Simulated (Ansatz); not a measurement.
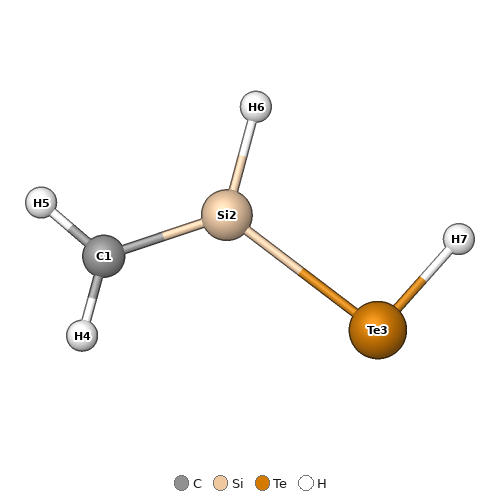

The system is CH₄SiTe, SMILES C=[SiH][TeH]; the picture shows the reference structure. 
- Coordinates scanned: (1) dihedral H4–C1–Si2–Te3; (2) dihedral C1–Si2–Te3–H7.
- Nothing is relaxed (all other coordinates rigid).
- The scan uses an 18 × 18 grid.
- Energies: eV, counted from the lowest grid point.
- The calculation used RHF/def2-TZVP (Ansatz 0.2.0).

Its coordinates:

| atom | x (Å) | y (Å) | z (Å) |
| --- | --- | --- | --- |
| C | -1.3779 | 0.5994 | -0.3154 |
| Si | 0.1870 | 0.2199 | 0.1838 |
| Te | 1.2175 | -2.0231 | -0.0715 |
| H | -2.0303 | -0.0971 | -0.8081 |
| H | -1.7866 | 1.5797 | -0.1469 |
| H | 1.0787 | 1.1816 | 0.8382 |
| H | 2.7116 | -1.4603 | 0.3199 |

Range: dihedral H4–C1–Si2–Te3 from −180 to 160°; dihedral C1–Si2–Te3–H7 from −180 to 160°.

**What landscape does the calculation give?**

The lowest grid point is at dihedral H4–C1–Si2–Te3 = 0°, dihedral C1–Si2–Te3–H7 = −180°; the map holds 4 wells of about this depth. The highest grid point, dihedral H4–C1–Si2–Te3 = 80°, dihedral C1–Si2–Te3–H7 = −80°, lies 2.04 eV above the lowest. On the interpolated surface the easiest way out of the lowest well to the well at dihedral H4–C1–Si2–Te3 = 0°, dihedral C1–Si2–Te3–H7 = 0° passes a barrier of about 0.068 eV. Round the minimum the valley is strongly tilted: raising dihedral H4–C1–Si2–Te3 shifts the best value of dihedral C1–Si2–Te3–H7 upwards (coupling k₁₂/√(k₁₁k₂₂) about −0.7).

| dihedral C1–Si2–Te3–H7 ↓, dihedral H4–C1–Si2–Te3 → | −160 | −120 | −80 | −40 | 0 | 40 | 80 | 120 | 160 |
| --- | --- | --- | --- | --- | --- | --- | --- | --- | --- |
| 140 | 0.20 | 1.22 | 1.63 | 0.44 | 0.01 | 0.62 | 1.78 | 1.00 | 0.10 |
| 100 | 0.22 | 1.31 | 1.96 | 0.59 | 0.05 | 0.65 | 2.03 | 1.23 | 0.18 |
| 60 | 0.17 | 1.15 | 1.93 | 0.65 | 0.06 | 0.55 | 1.83 | 1.28 | 0.23 |
| 20 | 0.13 | 1.01 | 1.61 | 0.53 | 0.01 | 0.48 | 1.57 | 1.08 | 0.16 |
| −20 | 0.17 | 1.10 | 1.56 | 0.46 | 0.01 | 0.55 | 1.63 | 0.99 | 0.12 |
| −60 | 0.24 | 1.31 | 1.82 | 0.54 | 0.06 | 0.67 | 1.95 | 1.13 | 0.17 |
| −100 | 0.19 | 1.25 | 2.01 | 0.63 | 0.05 | 0.61 | 1.98 | 1.28 | 0.21 |
| −140 | 0.11 | 1.02 | 1.76 | 0.60 | 0.01 | 0.46 | 1.64 | 1.20 | 0.19 |
| −180 | 0.13 | 1.00 | 1.49 | 0.46 | 0.00 | 0.48 | 1.51 | 0.98 | 0.12 |

The table holds every second grid line.

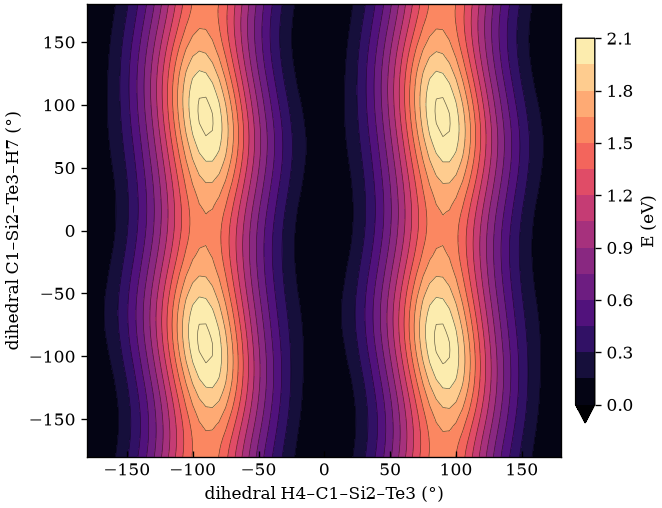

In the figure: filled contours. Between grid points the surface is interpolated.

Time for the 324 points that were run: 42 min on 1 thread of Arm Neoverse N1, on a shared host.
